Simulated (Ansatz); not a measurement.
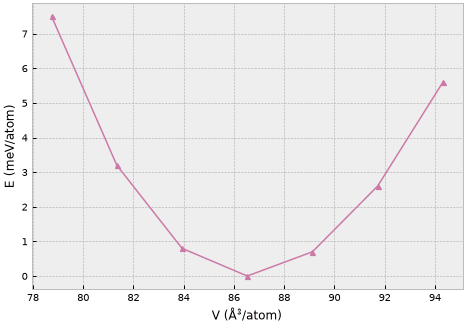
Figure: Rb (bcc (W type), space group No. 229) under volume change, PBEsol (plane waves, PAW; program Ansatz), scaled uniformly.

Problem. What does a third-order Birch–Murnaghan fit give for V₀, B₀ and B′?

Solution. V₀ = 86.54 Å³/atom, B₀ = 2.9 GPa, B′ = 3.7.

Space group Im-3m (bcc (W type)). The PBEsol relaxation kept the symmetry of its start.

Potentials: the later of the program's two PAW sets.
